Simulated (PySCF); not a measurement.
# TaO₂F: singlet, from a trigonal pyramidal start

Aim: relax TaO₂F as a singlet from a trigonal pyramidal start, check by its vibrations whether the end is a minimum, and collect its spectrum and constants.

Program: PySCF 2.14.0. Level of theory: PBE0, basis Ta def2-TZVP with ECP60, O def2-TZVP, F def2-TZVP, scalar-relativistic core potentials, no spin–orbit coupling, density fitting. These are calculated values, not measurements.

## (1) Where the work starts

4 atoms, charge 0, spin multiplicity 1.

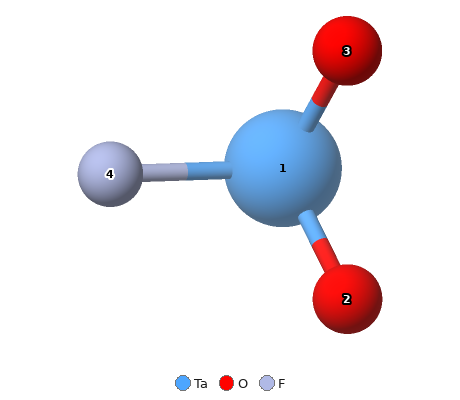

The starting geometry (tantalum blue, oxygen red, fluorine light blue); atoms are numbered from 1 in the order of the file.

Coordinates in bohr (charge 0 multiplicity 1):
```
Ta    0.0000    0.0000    0.0000
O    -1.5267    2.6443    1.6235
O    -1.5267   -2.6443    1.6235
F     3.5039    0.0000    1.8631
```

## (2) Finding the electronic state

The steps below are one call of a driver around PySCF. For each, scf.py gives the equivalent set-up of the SCF; relaxations use the driver's own optimiser. After this first run the driver tries any further starts and a stability analysis.

Input file scf.py:

```python
from pyscf import gto, scf, dft
mol = gto.M(atom='''
Ta     0.000000     0.000000     0.000000
O     -0.807900     1.399300     0.859100
O     -0.807900    -1.399300     0.859100
F      1.854200     0.000000     0.985900''',
    basis={'Ta': 'def2-TZVP', 'O': 'def2-TZVP', 'F': 'def2-TZVP'},
    ecp={'Ta': 'def2-TZVP'},
    charge=0, spin=0)
mf = dft.RKS(mol, xc='PBE0')
mf.grids.atom_grid = (50, 194)
aux = {'Ta': 'def2-universal-JKFIT', 'O': 'def2-universal-JKFIT', 'F': 'def2-universal-JKFIT'}
mf = mf.density_fit(auxbasis=aux)
mf.conv_tol = 1e-08
mf.diis_space = 10
mf.max_cycle = 60
mf.init_guess = 'minao'
mf.verbose = 4
mf.kernel()
```

On the command line:

```
OMP_NUM_THREADS=4 python axn.py task.json out
```

The program printed:

```text
init E= -287.337082963603
  HOMO = -0.574403773307854  LUMO = -0.346502299889295  gap/eV = 6.20151
cycle= 1 E= -306.846360936441  delta_E= -19.5  |g|= 1.42  |ddm|= 7.05
  HOMO = -0.196338142975886  LUMO = -0.083110276964705  gap/eV = 3.08109
cycle= 2 E= -296.61771345787  delta_E= 10.2  |g|= 6.33  |ddm|= 4.22
  HOMO = -0.263067896393976  LUMO = -0.120026188822195  gap/eV = 3.89236
cycle= 3 E= -307.145975489369  delta_E= -10.5  |g|= 0.721  |ddm|=  3.9
  HOMO = -0.279468783186257  LUMO = -0.165861795449992  gap/eV = 3.09140
cycle= 4 E= -307.185902041285  delta_E= -0.0399  |g|= 0.576  |ddm|= 0.617
  HOMO = -0.307570481396255  LUMO = -0.175079748378927  gap/eV = 3.60526
cycle= 5 E= -307.237559050256  delta_E= -0.0517  |g|= 0.111  |ddm|= 0.262
  HOMO = -0.300419652694732  LUMO = -0.164471842140706  gap/eV = 3.69933
cycle= 6 E= -307.23976481562  delta_E= -0.00221  |g|= 0.0543  |ddm|= 0.0667
  HOMO = -0.305325844010071  LUMO = -0.164369824102817  gap/eV = 3.83561
cycle= 7 E= -307.240304244648  delta_E= -0.000539  |g|= 0.0175  |ddm|= 0.0252
  HOMO = -0.305925843101786  LUMO = -0.164047270682396  gap/eV = 3.86071
cycle= 8 E= -307.240362401233  delta_E= -5.82e-05  |g|= 0.00262  |ddm|= 0.00803
  HOMO = -0.305932254907773  LUMO = -0.163941532632634  gap/eV = 3.86376
cycle= 9 E= -307.240363792107  delta_E= -1.39e-06  |g|= 0.000417  |ddm|= 0.00198
  HOMO = -0.305952706012047  LUMO = -0.163959458320313  gap/eV = 3.86383
cycle= 10 E= -307.240363827308  delta_E= -3.52e-08  |g|= 7.22e-05  |ddm|= 0.00029
  HOMO = -0.305948613933893  LUMO = -0.163958527155643  gap/eV = 3.86375
cycle= 11 E= -307.240363828501  delta_E= -1.19e-09  |g|= 2.57e-05  |ddm|= 5.65e-05
  HOMO = -0.305942579532818  LUMO = -0.163960283348199  gap/eV = 3.86354
Extra cycle  E= -307.240363827325  delta_E= 1.18e-09  |g|= 8.33e-05  |ddm|= 4.91e-05
converged SCF energy = -307.240363827325
```

This step, with its further starts and checks, needed 8.9 s of wall time on 4 threads of Arm Neoverse V2, shared host.

The starts that the driver tried:

```
                      start  energy (Eh)
    the minimal-basis guess  -307.240364
a thermally smeared density  -307.240364
      a smeared PBE density  -307.240364
```

No lower closed-shell solution turned up from the other starts or in the test of internal stability.

## (3) Relaxing the singlet from the trigonal pyramidal start

The program finds Cs symmetry in the start, which this walk keeps.

scf.py: that of step 2 with these lines changed.

```diff
@@ -3,4 +3,4 @@
-Ta     0.000000     0.000000     0.000000
-O     -0.807900     1.399300     0.859100
-O     -0.807900    -1.399300     0.859100
-F      1.854200     0.000000     0.985900''',
+Ta    -0.040452     0.000000    -0.199249
+O     -0.848352     1.399300     0.659851
+O     -0.848352    -1.399300     0.659851
+F      1.813748     0.000000     0.786651''',
@@ -17 +16,0 @@
-mf.init_guess = 'minao'
```

Steps of the walk:

```
step  energy (Eh)  change (kJ/mol)  largest symmetric gradient (Eh/bohr)
   0  -307.240364             0.00                               0.16372
   1  -307.285770          -119.21                               0.04700
   2  -307.288226          -125.66                               0.02454
   3  -307.288711          -126.94                               0.00271
   4  -307.288730          -126.99                               0.00040
   5  -307.288734          -127.00                               0.00068
   6  -307.288735          -127.00                               0.00009
```

The walk took 14 s.

Positions (Å) and forces (eV/Å) along the way:

```
step 0
Ta  -0.040   0.000  -0.199  -1.179   0.000   8.418
O   -0.848   1.399   0.660   2.142  -3.442  -3.052
O   -0.848  -1.399   0.660   2.142   3.442  -3.052
F    1.814   0.000   0.787  -3.105   0.000  -2.315
step 1
Ta  -0.031   0.000  -0.035   2.412   0.000   0.253
O   -0.827   1.372   0.605  -0.602   0.658   0.249
O   -0.827  -1.372   0.605  -0.602  -0.658   0.249
F    1.761   0.000   0.731  -1.209   0.000  -0.750
step 3
Ta   0.003   0.000   0.007   0.058   0.000   0.140
O   -0.845   1.388   0.595   0.011  -0.056  -0.034
O   -0.845  -1.388   0.595   0.011   0.056  -0.034
F    1.762   0.000   0.709  -0.080   0.000  -0.071
step 6
Ta   0.006   0.000   0.015  -0.006   0.000   0.001
O   -0.848   1.387   0.593   0.002  -0.001   0.003
O   -0.848  -1.387   0.593   0.002   0.001   0.003
F    1.767   0.000   0.706   0.003   0.000  -0.006
```

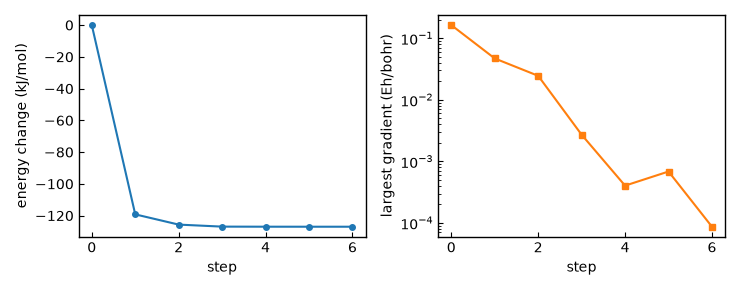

How energy and gradient fall.

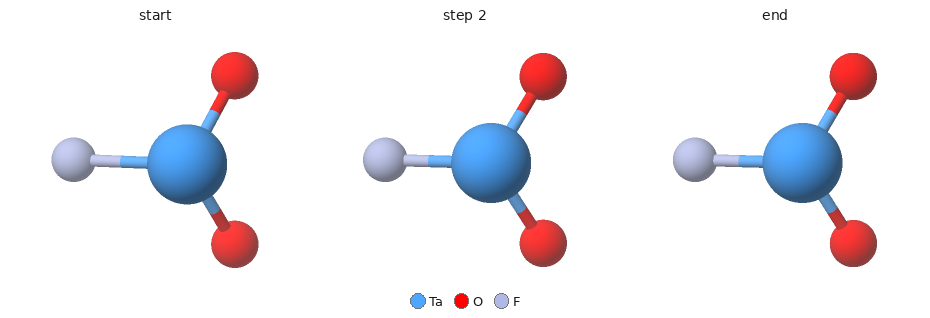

The geometry along the walk, at one scale.

It settles in Cs symmetry, 127.0 kJ/mol below the start, after 6 steps: Ta–F 1.891 Å, Ta–O 1.728 Å (×2); F–Ta–O 109.8° (×2), O–Ta–O 106.7°.

## (4) Is it a minimum? Harmonic modes

The point is checked on the finer grid, and tightened if its gradient asks for it. The Hessian and the dipole derivatives come from central differences of analytic gradients, with steps of 0.02 bohr.

scf.py: that of step 3 with these lines changed.

```diff
@@ -3,4 +3,4 @@
-Ta    -0.040452     0.000000    -0.199249
-O     -0.848352     1.399300     0.659851
-O     -0.848352    -1.399300     0.659851
-F      1.813748     0.000000     0.786651''',
+Ta    -0.026276     0.000000    -0.136421
+O     -0.881024     1.386675     0.441306
+O     -0.881024    -1.386675     0.441306
+F      1.734191     0.000000     0.555013''',
@@ -11 +11 @@
-mf.grids.atom_grid = (50, 194)
+mf.grids.atom_grid = (75, 302)
@@ -14 +14 @@
-mf.conv_tol = 1e-08
+mf.conv_tol = 1e-10
```

This SCF starts from the last density.

Log of the central SCF (cycles and frontier levels):

```text
init E= -307.288674918154
  HOMO = -0.306415179098352  LUMO = -0.151801671847327  gap/eV = 4.20725
cycle= 1 E= -307.288674918089  delta_E= 6.42e-11  |g|= 2.26e-05  |ddm|= 1.64e-05
  HOMO = -0.30641403950715  LUMO = -0.151804417690599  gap/eV = 4.20714
cycle= 2 E= -307.288674917684  delta_E= 4.05e-10  |g|= 5.29e-05  |ddm|= 3.6e-05
  HOMO = -0.306415918066271  LUMO = -0.15180254869621  gap/eV = 4.20724
cycle= 3 E= -307.288674918159  delta_E= -4.74e-10  |g|= 9.62e-06  |ddm|= 2.67e-05
  HOMO = -0.306415275504861  LUMO = -0.1518026265685  gap/eV = 4.20722
cycle= 4 E= -307.288674918174  delta_E= -1.58e-11  |g|= 5.57e-07  |ddm|= 4.37e-06
  HOMO = -0.306415234598717  LUMO = -0.151802526086669  gap/eV = 4.20723
Extra cycle  E= -307.288674918173  delta_E= 1.82e-12  |g|= 1.05e-06  |ddm|= 8.78e-07
converged SCF energy = -307.288674918173
```

The whole step took 42 s.

Geometry: Cs; Ta–F 1.891 Å, Ta–O 1.728 Å (×2); F–Ta–O 109.8° (×2), O–Ta–O 106.7°.

Modes, for the most abundant isotopes:

```tsv
symmetry	ω (cm⁻¹)	IR (km/mol)	μ (u)	type
a'	188	45.7	19.92	bend
a''	231	4.5	18.51	bend
a'	337	5.6	17.03	bend
a'	661	124	21.10	stretch
a''	950	237	17.73	stretch
a'	1016	52.3	16.95	stretch
```

All wavenumbers are real: a minimum.

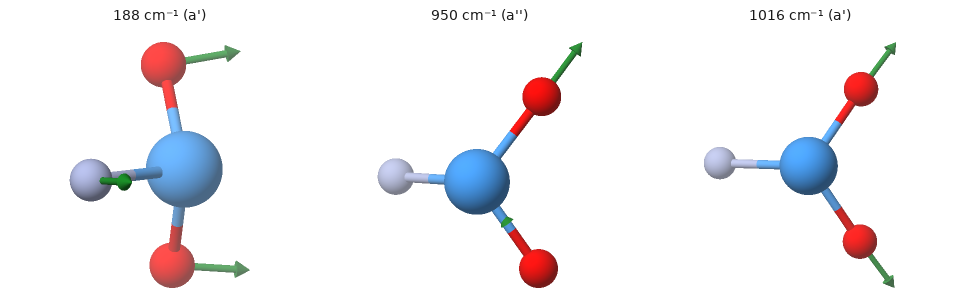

How the atoms move in 3 of the modes.

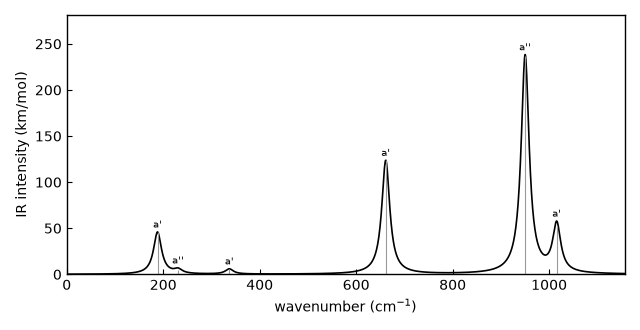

The harmonic infrared spectrum (widths in cm⁻¹). Lines are broadened to a width of 20 cm⁻¹ (Lorentzian).

Constants and moments:

| Item | Value |
| --- | --- |
| Dipole moment | 5.94 D |
| Highest occupied level | -8.34 eV |
| Lowest empty level | -4.13 eV |
| Rotational constants | 0.2208, 0.1728, 0.1169 cm⁻¹ |
| Zero-point energy | 20.2 kJ/mol |
| Principal polarisabilities | 25.4, 38.1, 46.0 bohr³ |
| Atomisation energy without zero-point energy | 1976 kJ/mol |
| Principal traceless quadrupole moments about the centre of mass | -6.81, -4.99, 11.80 D Å |
| Entropy at 298.15 K and 1 bar | 307.7 J/(mol K) |
| Heat capacity Cp at 298.15 K | 62.3 J/(mol K) |
| Enthalpy at 298.15 K above 0 K | 14.32 kJ/mol |
| Rotational symmetry number | 1 |

Charges (e) and bond orders:

```json
{"atom": "Ta1", "Mulliken": "1.47", "Löwdin": "0.90", "polar tensor": "2.27", "Mayer order to Ta1": "–"}
{"atom": "O2,3", "Mulliken": "-0.53", "Löwdin": "-0.32", "polar tensor": "-0.81", "Mayer order to Ta1": "2.10"}
{"atom": "F4", "Mulliken": "-0.42", "Löwdin": "-0.25", "polar tensor": "-0.66", "Mayer order to Ta1": "0.93"}
```

Mulliken populations on Ta1 (outside its core potential): s 2.25, p 6.25, d 2.85, f 0.18.

## (5) Stability of the closed shell

At the lowest minimum the closed shell is tested against spin polarisation, on the (50, 194) grid. It is stable.

## (6) What came out

| quantity | value |
| --- | --- |
| minimum | singlet, Cs |
| geometry | Ta–F 1.891 Å, Ta–O 1.728 Å (×2); F–Ta–O 109.8° (×2), O–Ta–O 106.7° |
| wavenumbers (cm⁻¹) | 188 (a'), 231 (a''), 337 (a'), 661 (a'), 950 (a''), 1016 (a') |
| dipole moment | 5.94 D |
| highest occupied, lowest empty level | -8.34, -4.13 eV |
| polar-tensor charge of Ta1 | +2.27 e |
| zero-point energy | 20.2 kJ/mol |
| entropy at 298.15 K | 307.7 J/(mol K) |
| atomisation energy (no zero-point energy) | 1976 kJ/mol |

**Reading.** The molecule stays Cs, as typed, and the end point is a minimum. In the infrared the band at 950 cm⁻¹ (a'', stretch) leads. With 5.9 D the molecule is strongly polar. Only this shape and spin were tried, so other structures or states may lie lower. With an element this heavy the missing spin–orbit coupling can shift these numbers.

The search up to here needed 67 s of wall time on 4 threads of Arm Neoverse V2, shared host.
